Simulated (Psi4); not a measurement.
**InCl2F (SMILES [F][In]([Cl])[Cl]) at B2PLYP/def2-SVP (core potential, density fitting for correlation)**

What is the vertical singlet–triplet gap of InCl2F at B2PLYP/def2-SVP (core potential, density fitting for correlation)? 

The calculation is run with Psi4 1.11.

4 further runs of the same task are left out: 2 that didn't finish, 2 set aside as unsound or not needed.

### Step 1. Starting point

InCl2F: 4 atoms, total charge 0, spin state singlet. SMILES: `[F][In]([Cl])[Cl]`. The shape is that of a PBE0-D4/def2-TZVP optimisation.

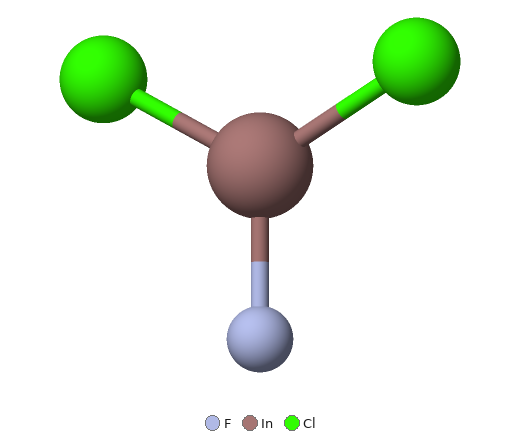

Viewed from a chosen angle; fluorine light blue, indium brown, chlorine green.

### Step 2. A single-point energy at B2PLYP/def2-SVP (core potential, density fitting for correlation)

calc.inp reads:

```
memory 2.2 GB

molecule m {
  0 1
  F      0.43633776     1.87479729     3.17266119
  In     0.03609377     0.01738548     0.06727425
  Cl     2.26804929    -3.65340752    -0.37000838
  Cl    -2.63560103     1.64727426    -2.90828851
  units bohr
  symmetry c1
}

set reference rks
set puream true
set e_convergence 1e-09
set d_convergence 1e-08
set scf_type pk
set dft_radial_points 99
set dft_spherical_points 590
set num_frozen_docc 15

energy_value, wavefunction = energy("b2plyp/def2-SVP", return_wfn=True)
```

The run is started by

```bash
psi4 calc.inp calc.out -n 1
```

calc.out:

```text
[...]
    !!!  WARNING: ECP capability is in beta. Please check occupations closely.  !!!
[...]
  Running in c1 symmetry.
[...]
  Nuclear repulsion =  299.904224818262151
[...]
  Multiplicity = 1
[...]
  Nalpha       = 32
  Nbeta        = 32
[...]
    Number of basis functions: 76
[...]
   @RKS iter   1: -1209.19535029605890   -1.27342e+00   6.91726e-03 DIIS/ADIIS
[...]
   @RKS iter  11: -1209.31005306010252   -7.50333e-12   8.57591e-09 DIIS
[...]
    Orbital Energies [Eh]
    ---------------------
    Doubly Occupied:
       1A   -102.892838     2A   -102.892828     3A    -25.310526
       4A     -9.925506     5A     -9.925498     6A     -7.570588
       7A     -7.570577     8A     -7.565737     9A     -7.565727
      10A     -7.565311    11A     -7.565301    12A     -5.045660
      13A     -3.393683    14A     -3.387424    15A     -3.384761
      16A     -1.262036    17A     -0.986090    18A     -0.981044
      19A     -0.954684    20A     -0.952411    21A     -0.945716
      22A     -0.906499    23A     -0.899852    24A     -0.536806
      25A     -0.477341    26A     -0.471993    27A     -0.463269
      28A     -0.427243    29A     -0.407598    30A     -0.397783
      31A     -0.395237    32A     -0.391964
[...]
  @RKS Final Energy: -1209.31005306010252
   => Energetics <=
    Nuclear Repulsion Energy =            299.9042248182621506
    One-Electron Energy =               -2343.0718787135037928
    Two-Electron Energy =                 873.9163163473267559
    DFT Exchange-Correlation Energy =     -40.0587155121878311
    Empirical Dispersion Energy =           0.0000000000000000
    VV10 Nonlocal Energy =                  0.0000000000000000
    Total Energy =                      -1209.3100530601025184
[...]
 Multipole Moments:
 ------------------------------------------------------------------------------------
     Multipole            Electronic (a.u.)      Nuclear  (a.u.)        Total (a.u.)
 ------------------------------------------------------------------------------------
 L = 1.  Multiply by 2.5417464519 to convert [e a0] to [Debye]
 Dipole X            :          1.3855588           -1.4328124           -0.0472536
 Dipole Y            :          6.4310405           -6.6504950           -0.2194545
 Dipole Z            :         10.7564052          -11.1229823           -0.3665771
 Magnitude           :                                                    0.4298511
[...]
```

Run time: 8.1 s. Hardware: 1 thread of Intel Xeon Platinum 8259CL at 2.50GHz (Skylake/Cascade Lake), shared host; peak memory 0.61 GiB.

### Step 3. The triplet at the same level

input.inp reads:

```
memory 2200 mb

molecule m {
  0 3
  F      0.230900     0.992100     1.678900
  In     0.019100     0.009200     0.035600
  Cl     1.200200    -1.933300    -0.195800
  Cl    -1.394700     0.871700    -1.539000
  symmetry c1
  no_reorient
  no_com
}

set basis def2-SVP
set reference uks
set puream true
set e_convergence 1e-09
set d_convergence 1e-08
set scf_type pk
set dft_radial_points 99
set dft_spherical_points 590
set num_frozen_docc 15
set maxiter 100

e, wfn = energy("b2plyp", return_wfn=True)
print_variables()
```

The run is started by

```bash
psi4 -n 1 input.inp input.out
```

input.out:

```text
[...]
    !!!  WARNING: ECP capability is in beta. Please check occupations closely.  !!!
[...]
  Running in c1 symmetry.
[...]
  Nuclear repulsion =  299.904224814640884
[...]
  Multiplicity = 3
[...]
  Nalpha       = 33
  Nbeta        = 31
[...]
    Number of basis functions: 76
[...]
   @UKS iter   1: -1208.97522177592850   -1.06903e+00   7.42739e-03 DIIS/ADIIS
[...]
   @UKS iter  51: -1209.11265586039258   -2.14186e-10   8.41135e-09 DIIS
[...]
   @S^2 Observed:                2.012316616E+00
[...]
    Orbital Energies [Eh]
    ---------------------
    Alpha Occupied:
       1A   -102.935553     2A   -102.933512     3A    -25.261204
       4A     -9.969888     5A     -9.967845     6A     -7.621611
       7A     -7.619446     8A     -7.610213     9A     -7.608191
      10A     -7.606804    11A     -7.604819    12A     -4.992866
      13A     -3.336522    14A     -3.335552    15A     -3.330179
      16A     -1.221578    17A     -1.006652    18A     -1.001514
      19A     -0.901839    20A     -0.896203    21A     -0.894633
      22A     -0.892102    23A     -0.890642    24A     -0.548083
      25A     -0.485852    26A     -0.482038    27A     -0.460363
      28A     -0.446104    29A     -0.438837    30A     -0.431594
      31A     -0.421443    32A     -0.420999    33A     -0.193256
[...]
  @UKS Final Energy: -1209.11265586039258
   => Energetics <=
    Nuclear Repulsion Energy =            299.9042248146408838
    One-Electron Energy =               -2343.1640318093059250
    Two-Electron Energy =                 874.1991485161217952
    DFT Exchange-Correlation Energy =     -40.0519973818493042
    Empirical Dispersion Energy =           0.0000000000000000
    VV10 Nonlocal Energy =                  0.0000000000000000
    Total Energy =                      -1209.1126558603925787
[...]
 Multipole Moments:
 ------------------------------------------------------------------------------------
     Multipole            Electronic (a.u.)      Nuclear  (a.u.)        Total (a.u.)
 ------------------------------------------------------------------------------------
 L = 1.  Multiply by 2.5417464519 to convert [e a0] to [Debye]
 Dipole X            :          1.4269556           -1.5633704           -0.1364148
 Dipole Y            :         16.3105652          -16.8659946           -0.5554294
 Dipole Z            :         24.8037836          -25.7643370           -0.9605534
 Magnitude           :                                                    1.1179327
[...]
```

It took 37 s on 1 thread of Intel Xeon Platinum 8259CL at 2.50GHz (Skylake/Cascade Lake), shared host; peak memory 0.61 GiB.

### Step 4. Summary of results

Level: B2PLYP/def2-SVP (core potential, density fitting for correlation), 15 core orbitals frozen.

| quantity | value |
| --- | --- |
| singlet: total energy | -1209.48537 Eh |
| singlet: HOMO energy (SCF part's orbitals) | -10.67 eV |
| singlet: LUMO energy (SCF part's orbitals) | -1.60 eV |
| singlet: HOMO–LUMO gap (SCF part's orbitals) | 9.07 eV |
| triplet: total energy | -1209.29137 Eh |
| triplet: HOMO energy (SCF part's orbitals) (highest over α and β) | -5.26 eV |
| triplet: ⟨S²⟩ | 2.012 |
| vertical energy of the triplet above the singlet | 5.279 eV |

At this shape the triplet lies 5.28 eV (509 kJ/mol) above the singlet.
